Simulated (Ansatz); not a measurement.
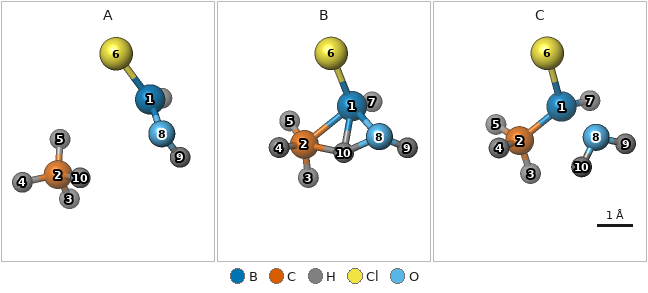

3 geometries from a converged minimum-energy path of CH6BClO, shuffled. Style: ball-and-stick. Shown at a tilt.

Computed with RKS B3LYP-D4/6-31G* (Ansatz). Set-up: 7 movable images; climbing image; force threshold 0.05 eV/Å; iteration limit 60; starting path through a guess of the saddle point.

### Which frame is the top of the path?

B. In order along the path, whose images run from 0 to 8: C (image 0, 0.00 eV), B (image 2, +1.26 eV), A (image 8, −1.33 eV). Breaking: B1–C2 (1.59 → 1.79 at the top → 3.55 Å), O8–H10 (0.97 → 1.25 at the top → 2.81 Å). Forming: B1–O8 (1.78 → 1.57 at the top → 1.35 Å), C2–H10 (2.54 → 1.39 at the top → 1.09 Å).
